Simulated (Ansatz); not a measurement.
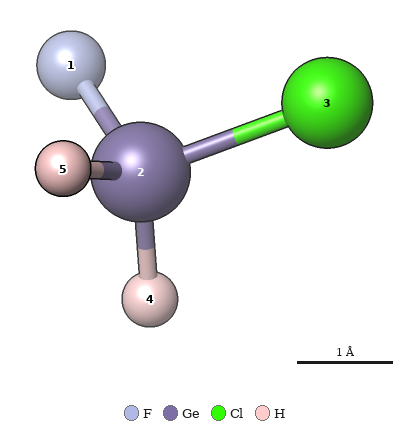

*The starting structure (ball-and-stick view, seen at a tilt; atoms are numbered from 1 in the order of the input). Sticks mark near contacts.*

Bond lengths as drawn: Cl–Ge 2.13 Å, F–Ge 1.73 Å and Ge–H 1.53 Å.

## GeH2ClF: geometry relaxation

- system: GeH2ClF, SMILES [F][GeH2][Cl]
- method: MP2/aug-cc-pVDZ, RHF (Ansatz 0.2.0)

The geometry comes from this level: PBE0-D4/def2-TZVP. Figures and captions count atoms from 1; the log counts them from 0 in places.

What the program printed
```
The last accepted step is kept in runs//last_step.txt (removed where the run ends without a failure and the disk answers)
Functional definition: HF
  name "HF"
  exchange = exact_x
  correlation = 0
these checks for a lower state are left out or cut short: cluster_reference
1117 factors; integrals over basis functions are off by at most 3.3e-4 eV
mean field evaluation 1: about -71714.7570 eV, gradient 2.9e1 eV
mean field evaluation 2: about -71714.7721 eV, gradient 2.9e1 eV
mean field evaluation 4: about -71716.5987 eV, gradient 1.9e0 eV
mean field evaluation 8: about -71716.6173 eV, gradient 1.1e-4 eV
mean field -71716.61725754 eV, -2635.5370729454 hartree, gradient 2.9e-6 eV, S^2 0.000000; 0 other end points of the search recorded, 0 dependent functions left out
15 core orbitals not correlated: weight in the atoms' cores, before any rotation towards them, 1.000 or more for the frozen orbitals, at most 0.000 for the correlated occupied ones
reference -71716.61725754 eV, -2635.5370729454 hartree; 15, 15 occupied and 74, 74 virtual orbitals, 1117 factors
second order -12.97815192 eV of doubles, -0.00000000 eV of singles
the calculation of the forces begins
relax step   1: F+E_penalty+E_count = -71729.59540946 eV  Δ(F+E_penalty+E_count) = +0.000e0 eV  max|allowed force component| = 6.775e-1 eV/Å  Δτ_max = 0.0000 Å  (41 SCF iters, accepted)
these checks for a lower state are left out or cut short: starts, cluster_reference, orbital_swaps, neighbouring_geometries, increment
1117 factors; integrals over basis functions are off by at most 3.3e-4 eV
mean field evaluation 16: about -71716.6168 eV, gradient 2.5e-1 eV
mean field -71716.61694657 eV, -2635.5370615174 hartree, gradient 5.4e-6 eV, S^2 0.000000; 0 other end points of the search recorded, 0 dependent functions left out
15 core orbitals not correlated: weight in the atoms' cores, before any rotation towards them, 1.000 or more for the frozen orbitals, at most 0.000 for the correlated occupied ones
reference -71716.61694657 eV, -2635.5370615174 hartree; 15, 15 occupied and 74, 74 virtual orbitals, 1117 factors
second order -12.99225390 eV of doubles, -0.00000000 eV of singles
the calculation of the forces begins
relax step   2: F+E_penalty+E_count = -71729.60920047 eV  Δ(F+E_penalty+E_count) = -1.379e-2 eV  max|allowed force component| = 2.962e-1 eV/Å  Δτ_max = 0.0196 Å  (42 SCF iters, accepted)
these checks for a lower state are left out or cut short: starts, cluster_reference, orbital_swaps, neighbouring_geometries, increment
1117 factors; integrals over basis functions are off by at most 3.3e-4 eV
mean field -71716.60969264 eV, -2635.5367949405 hartree, gradient 5.5e-6 eV, S^2 0.000000; 0 other end points of the search recorded, 0 dependent functions left out
15 core orbitals not correlated: weight in the atoms' cores, before any rotation towards them, 1.000 or more for the frozen orbitals, at most 0.000 for the correlated occupied ones
reference -71716.60969264 eV, -2635.5367949405 hartree; 15, 15 occupied and 74, 74 virtual orbitals, 1117 factors
second order -13.00118557 eV of doubles, -0.00000000 eV of singles
the calculation of the forces begins
relax step   3: F+E_penalty+E_count = -71729.61087821 eV  Δ(F+E_penalty+E_count) = -1.678e-3 eV  max|allowed force component| = 4.704e-2 eV/Å  Δτ_max = 0.0081 Å  (42 SCF iters, accepted)
these checks for a lower state are left out or cut short: starts, cluster_reference, orbital_swaps, neighbouring_geometries, increment
1117 factors; integrals over basis functions are off by at most 3.3e-4 eV
mean field evaluation 32: about -71716.5842 eV, gradient 3.5e-1 eV
mean field -71716.60874496 eV, -2635.5367601138 hartree, gradient 3.5e-6 eV, S^2 0.000000; 0 other end points of the search recorded, 0 dependent functions left out
15 core orbitals not correlated: weight in the atoms' cores, before any rotation towards them, 1.000 or more for the frozen orbitals, at most 0.000 for the correlated occupied ones
reference -71716.60874496 eV, -2635.5367601138 hartree; 15, 15 occupied and 74, 74 virtual orbitals, 1117 factors
second order -13.00232552 eV of doubles, -0.00000000 eV of singles
the calculation of the forces begins
relax step   4: F+E_penalty+E_count = -71729.61107048 eV  Δ(F+E_penalty+E_count) = -1.923e-4 eV  max|allowed force component| = 8.272e-3 eV/Å  Δτ_max = 0.0042 Å  (33 SCF iters, accepted)
these checks for a lower state are left out or cut short: starts, cluster_reference, orbital_swaps, neighbouring_geometries, increment
1117 factors; integrals over basis functions are off by at most 3.3e-4 eV
mean field -71716.60898995 eV, -2635.5367691171 hartree, gradient 1.6e-6 eV, S^2 0.000000; 0 other end points of the search recorded, 0 dependent functions left out
15 core orbitals not correlated: weight in the atoms' cores, before any rotation towards them, 1.000 or more for the frozen orbitals, at most 0.000 for the correlated occupied ones
reference -71716.60898995 eV, -2635.5367691171 hartree; 15, 15 occupied and 74, 74 virtual orbitals, 1117 factors
second order -13.00208670 eV of doubles, -0.00000000 eV of singles
the calculation of the forces begins
relax step   5: F+E_penalty+E_count = -71729.61107665 eV  Δ(F+E_penalty+E_count) = -6.177e-6 eV  max|allowed force component| = 1.159e-3 eV/Å  Δτ_max = 0.0012 Å  (32 SCF iters, accepted)
```

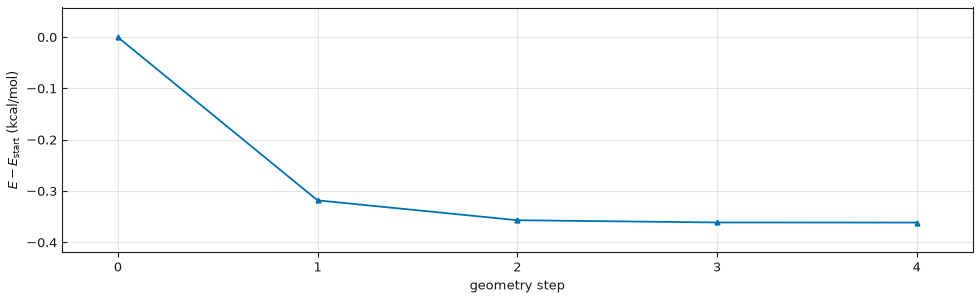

*Progress of the relaxation, step by step (the first geometry is step 0 here and step 1 in the log).*

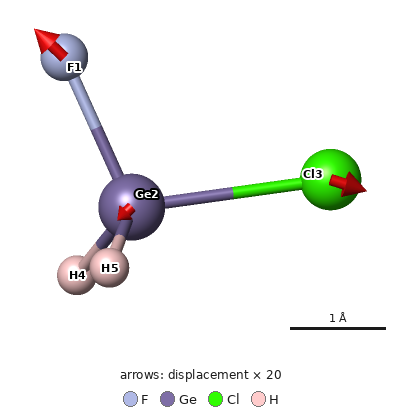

*The starting structure with the displacements as red arrows, magnified 20 times (ball-and-stick view, seen on its broad side). The two geometries are laid on each other by the best rigid fit.*

F1 moves most after the best rigid fit: 0.022 Å. By element the largest moves are F 0.022 Å, Cl 0.020 Å, Ge 0.010 Å, H 0.003 Å. Among the contacts that change: Ge2–Cl3 2.133 → 2.160 Å, F1–Ge2 1.730 → 1.753 Å, Ge2–H4 1.528 → 1.521 Å. After 4 geometry steps the energy has fallen by 0.36 kcal/mol. Largest force component: 0.68 eV/Å at the start, 0.0012 eV/Å at the end. (Atoms are counted from 1 in the order of the input.)

```
these checks for a lower state are left out or cut short: cluster_reference
1117 factors; integrals over basis functions are off by at most 3.3e-4 eV
mean field -71716.60898995 eV, -2635.5367691171 hartree, gradient 1.6e-6 eV, S^2 0.000000; 1 other end points of the search recorded, 0 dependent functions left out
15 core orbitals not correlated: weight in the atoms' cores, before any rotation towards them, 1.000 or more for the frozen orbitals, at most 0.000 for the correlated occupied ones
reference -71716.60898995 eV, -2635.5367691171 hartree; 15, 15 occupied and 74, 74 virtual orbitals, 1117 factors
second order -13.00208670 eV of doubles, -0.00000000 eV of singles
the calculation of the forces begins
Total energy: -71729.61107665 eV, -2636.0145869904 hartree
Atom 0 at    -0.239658    -0.517898     1.608303 Å, force     0.000615    -0.000221    -0.000475 eV/Å
Atom 1 at     0.148681    -0.094212    -0.048126 Å, force    -0.000222    -0.000095     0.000565 eV/Å
Atom 2 at    -1.399606     1.256963    -0.712292 Å, force     0.001125    -0.000618    -0.000337 eV/Å
Atom 3 at     0.067761    -1.372527    -0.868569 Å, force    -0.000359     0.001016     0.000356 eV/Å
Atom 4 at     1.472723     0.654074    -0.020816 Å, force    -0.001159    -0.000082    -0.000108 eV/Å
Dipole moment:     0.387522    -0.134577    -0.320502 e Å
Checks for a lower state left out: cluster_reference
```

Trajectory as extended XYZ (Å, eV, eV/Å), 5 frames, from step=1 to step=5
```
5
Properties=species:S:1:pos:R:3:forces:R:3 step=1 energy=-71729.59541
F    -0.2420   -0.5080    1.5886   -0.1572  -0.1745   0.6775
Ge    0.1399   -0.0892   -0.0455    0.5968  -0.1868  -0.5463
Cl   -1.3903    1.2449   -0.6989   -0.3484   0.3092  -0.1615
H     0.0676   -1.3755   -0.8674    0.0071   0.1026   0.0473
H     1.4747    0.6542   -0.0183   -0.0983  -0.0505  -0.0171
5
Properties=species:S:1:pos:R:3:forces:R:3 step=2 energy=-71729.60920
F    -0.2398   -0.5155    1.6026   -0.0722  -0.0682   0.2827
Ge    0.1446   -0.0933   -0.0436    0.1428   0.0248  -0.2962
Cl   -1.4009    1.2570   -0.7102   -0.0233   0.0192  -0.0074
H     0.0724   -1.3715   -0.8679   -0.0194   0.0183   0.0130
H     1.4735    0.6496   -0.0224   -0.0279   0.0059   0.0078
5
Properties=species:S:1:pos:R:3:forces:R:3 step=3 energy=-71729.61088
F    -0.2420   -0.5163    1.6084    0.0077  -0.0174   0.0289
Ge    0.1513   -0.0968   -0.0464   -0.0295   0.0402  -0.0470
Cl   -1.3977    1.2551   -0.7110    0.0047  -0.0027  -0.0013
H     0.0657   -1.3724   -0.8707    0.0130  -0.0037   0.0124
H     1.4725    0.6568   -0.0219    0.0041  -0.0164   0.0071
5
Properties=species:S:1:pos:R:3:forces:R:3 step=4 energy=-71729.61107
F    -0.2391   -0.5186    1.6091   -0.0001   0.0030  -0.0070
Ge    0.1483   -0.0941   -0.0476    0.0083  -0.0055  -0.0005
Cl   -1.3991    1.2570   -0.7132   -0.0035   0.0017   0.0016
H     0.0674   -1.3723   -0.8688   -0.0004   0.0033   0.0042
H     1.4724    0.6544   -0.0210   -0.0043  -0.0025   0.0018
5
Properties=species:S:1:pos:R:3:forces:R:3 step=5 energy=-71729.61108
F    -0.2397   -0.5179    1.6083    0.0006  -0.0002  -0.0005
Ge    0.1487   -0.0942   -0.0481   -0.0002  -0.0001   0.0006
Cl   -1.3996    1.2570   -0.7123    0.0011  -0.0006  -0.0003
H     0.0678   -1.3725   -0.8686   -0.0004   0.0010   0.0004
H     1.4727    0.6541   -0.0208   -0.0012  -0.0001  -0.0001
```

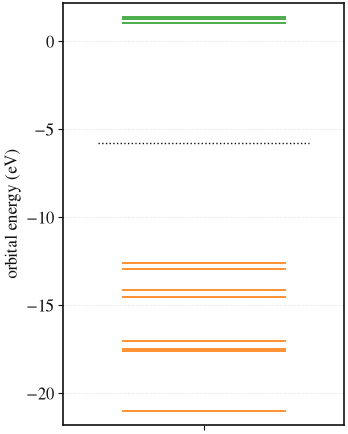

*Orbital energies near the frontier (SCF reference); the dotted line parts filled from empty levels, and levels within 0.02 eV of each other stand side by side.*

Highest filled −12.57 eV, lowest empty 1.02 eV, 13.59 eV apart.

The run was set up as follows.

The input
```yaml
crystal:
  periodic: [false, false, false]
  atoms:
    - {symbol: F, position_ang: [-0.242000, -0.508000, 1.588600]}
    - {symbol: Ge, position_ang: [0.139900, -0.089200, -0.045500]}
    - {symbol: Cl, position_ang: [-1.390300, 1.244900, -0.698900]}
    - {symbol: H, position_ang: [0.067600, -1.375500, -0.867400]}
    - {symbol: H, position_ang: [1.474700, 0.654200, -0.018300]}
basis:
  gaussian: {orbitals: aug-cc-pVDZ}
correlation: {method: mp2}
relax: {f_tol: 0.002}
output: {orbitals: {seedname: orbitals}}
```

Launch command:
```bash
ansatz run run.yaml --threads 1 --pin off --max-ram 3480MiB --events-out events.jsonl --progress --plain --runs-dir runs
```

Key numbers

- outcome: converged
- total energy: −2636.014587 hartree
- SCF energy: −2635.536769 hartree
- MP2 energy: −2636.014587 hartree
- correlation energy: −0.477818 hartree
- basis functions: 104
- largest force: 0.001 eV/Å
- SCF solution under orbital rotations: stable
- HOMO of the SCF reference: −12.57 eV
- LUMO of the SCF reference: 1.02 eV
- hardware: 1 thread of Arm Neoverse N1, 112 GiB of memory available, shared host
- wall time: 66 s
- peak memory: 0.27 GiB
